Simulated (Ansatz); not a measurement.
# Cl₂H₂NSn radical: a ladder of functionals and wavefunction methods

How much do the methods differ for Cl₂H₂NSn radical? The plan is to run it at one geometry with functionals of several rungs and with coupled cluster. The yardstick is the atomisation energy at the CCSD(T) limit.

The runs use Ansatz 0.2.0, Gaussian basis; functionals in def2-TZVPP, the program's frozen cores in correlated methods.

Plan: LDA (SPW92), PBE-D4, revPBE-D4, BLYP-D4, r2SCAN-D4, B97M-V, PBE0-D4, B3LYP-D4, r2SCANh-D4, r2SCAN0-D4, HSE06-D4, BHLYP-D4, CAM-B3LYP-D4, LC-ωPBE, ωB97X-V, ωB97M-V, B2PLYP, PBE-QIDH; CCSD(T)/def2-SVP; CCSD(T)/def2-TZVPP; MP2/def2-QZVPP; extrapolation to the limit; RPA on PBE.

## Step 1: The relaxed structure

The geometry comes from an earlier relaxation with PBE0-D4 in a triple-zeta def2 set; it is a stationary point. Sn takes the def2 core potential; no spin-orbit term is included.

SMILES `[NH2][Sn]([Cl])[Cl]`, 6 atoms, charge 0, spin multiplicity 2.

Atoms are counted from 1 here; the program's logs count them from 0.

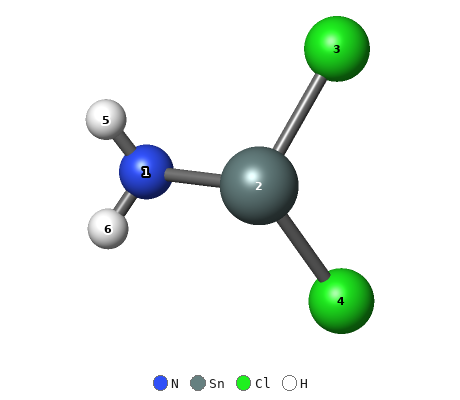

The geometry (nitrogen blue, tin teal, chlorine green, hydrogen white); atoms are numbered from 1 in the order of the file.

Coordinates:

```xyz
6
Cl2H2NSn
N    -0.05066    1.06629   -0.24622
Sn   -0.18624   -0.77487    0.62125
Cl    2.03986   -1.50669    0.72064
Cl   -1.30670   -2.06346   -0.98658
H     0.49804    1.72856    0.29256
H    -0.95229    1.48627   -0.44784
```

## Step 2: LDA

This LDA is Slater exchange with PW92 correlation.

in.yaml

```yaml
crystal:
  periodic: [false, false, false]
  atoms:
    - {symbol: N, position_ang: [-0.050663, 1.066295, -0.246225]}
    - {symbol: Sn, position_ang: [-0.186245, -0.774872, 0.621253]}
    - {symbol: Cl, position_ang: [2.039859, -1.506694, 0.720638]}
    - {symbol: Cl, position_ang: [-1.306696, -2.063458, -0.986582]}
    - {symbol: H, position_ang: [0.498035, 1.728560, 0.292555]}
    - {symbol: H, position_ang: [-0.952292, 1.486269, -0.447840]}
basis:
  gaussian: {orbitals: def2-TZVPP}
magnetization: {spin_polarized: true, initial_magnetization: 1}
hamiltonian: {xc: lda}
output: {orbitals: {seedname: orbitals}}
```

Started as:

```
$ ansatz run in.yaml --threads 4 --pin off --events-out ev --progress --plain --max-ram 10444MiB
```

After this run come: PBE-D4 (GGA); revPBE-D4 (GGA); BLYP-D4 (GGA); r2SCAN-D4 (meta-GGA); B97M-V (meta-GGA); B3LYP-D4 (hybrid); r2SCANh-D4 (hybrid); r2SCAN0-D4 (hybrid); HSE06-D4 (hybrid); BHLYP-D4 (hybrid); CAM-B3LYP-D4 (range-separated); LC-ωPBE (range-separated); ωB97X-V (range-separated); ωB97M-V (range-separated); B2PLYP (double hybrid); PBE-QIDH (double hybrid); CCSD(T) in def2-SVP; CCSD(T) in def2-TZVPP; MP2 in def2-QZVPP; RPA on PBE orbitals.

Before running them: what should the planned runs give, taken together? Wanted: atomisation energy, CCSD(T)/CBS; farthest beyond LDA; mean size of error, GGA; mean size of error, meta-GGA; mean size of error, hybrid; mean size of error, range-separated; mean size of error, double hybrid; gap, smallest and largest; T1 diagnostic.

As calculated:

| quantity | value |
| --- | --- |
| atomisation energy, CCSD(T)/CBS | 405.5 kcal/mol |
| functionals within 4.1 kcal/mol (1.0 %) | revPBE-D4, BLYP-D4, r2SCAN-D4, PBE0-D4, B3LYP-D4, r2SCANh-D4, HSE06-D4, CAM-B3LYP-D4, ωB97X-V, ωB97M-V |
| farthest beyond LDA | BHLYP-D4 (-20.3 kcal/mol) |
| mean size of error, GGA | 5.3 kcal/mol |
| mean size of error, meta-GGA | 4.7 kcal/mol |
| mean size of error, hybrid | 6.7 kcal/mol |
| mean size of error, range-separated | 4.0 kcal/mol |
| mean size of error, double hybrid | 9.7 kcal/mol |
| gap, smallest and largest | 0.58 eV (LDA (SPW92)), 7.36 eV (LC-ωPBE) |
| T1 diagnostic | 0.0165 |
| triples share of the correlation energy | 3.8 % |

The LDA atomisation energy is off by 69.9 kcal/mol (17 %): it overbinds. PBE-D4 is off by +12.6 kcal/mol. Double hybrids carry the basis error of their MP2 part in triple zeta, and no dispersion term here, so their miss is partly the set-up's. By mean error the best rung here is range-separated (4.0 kcal/mol) and the worst beyond LDA is double hybrid (9.7 kcal/mol). hybrid functionals lie within the reference's doubt of that worst mean (6.7 kcal/mol), so those two tie. The gap between the best rungs is small, so their order is not settled. Misses under about 4.1 kcal/mol are within the doubt on the reference itself, which lacks core-valence correlation, spin-orbit coupling and higher excitations, and its outer-core shells are covered unevenly. All levels share the lack of spin-orbit coupling, which lowers the free heavy atoms and so the true binding. Hartree-Fock recovers 64 % of the binding; the rest is correlation. CCSD(T) in def2-SVP is off by -50.5 kcal/mol, which most functionals beat. Orbital gaps span 0.6 to 7.4 eV; exact exchange widens them. Correlated methods include outer-core shells of Sn, which these sets cover unevenly.
